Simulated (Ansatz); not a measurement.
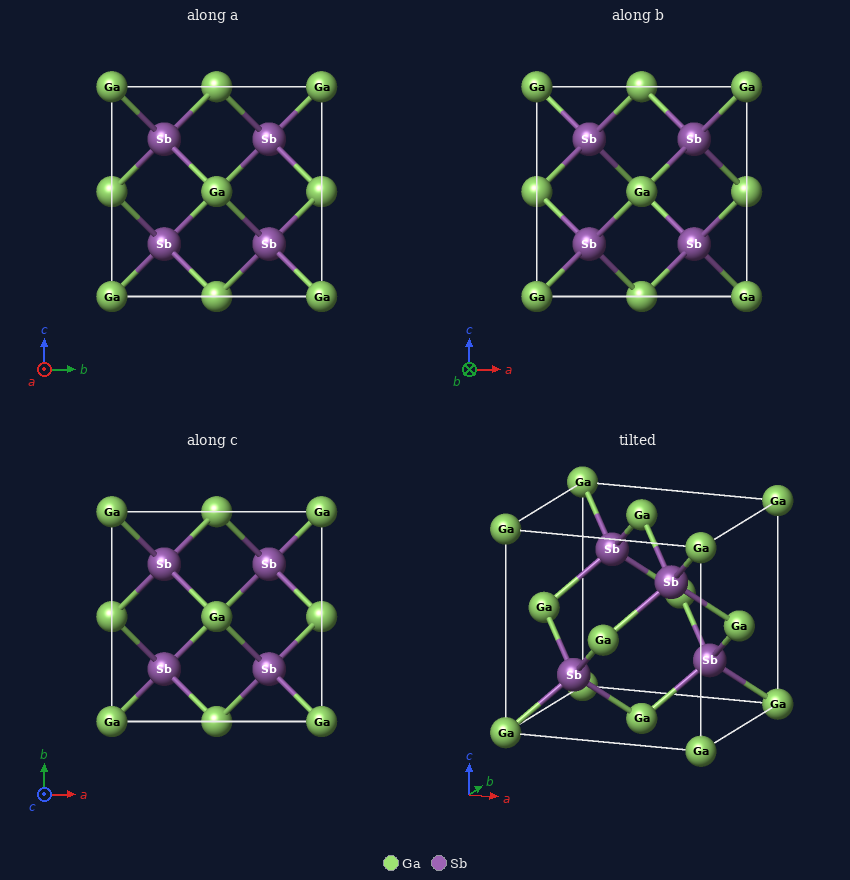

Structure drawing (ball-and-stick), viewed along the a axis, along the b axis, along the c axis and slightly off an axis. The parallelepiped is the conventional unit cell.

Lattice parameters: a = 6.132 Å, b = 6.132 Å, c = 6.132 Å, α = 90.00°, β = 90.00°, γ = 90.00°. Put a along x and b in the xy plane.

> Put the structure into a POSCAR file.

```
Ga Sb
1.0
     6.132    0.000    0.000
     0.000    6.132    0.000
     0.000    0.000    6.132
Ga Sb
4 4
Direct
  0.0000 0.0000 0.0000
  0.0000 0.5000 0.5000
  0.5000 0.0000 0.5000
  0.5000 0.5000 0.0000
  0.2500 0.7500 0.7500
  0.2500 0.2500 0.2500
  0.7500 0.7500 0.2500
  0.7500 0.2500 0.7500
```

The initial geometry was a structure type filled with these elements by a generator (whether the compound takes this form wasn't checked). Earlier steps of the study, as a rule a relaxation of our own, may have changed the cell and positions, so they can lie some per cent off the listed ones. It went into a calculation with Ansatz.

At this level of theory the run's own cell isn't at rest (forces up to 1.1 eV/Å), so its distances can differ from those at equilibrium, the more so the softer the solid.
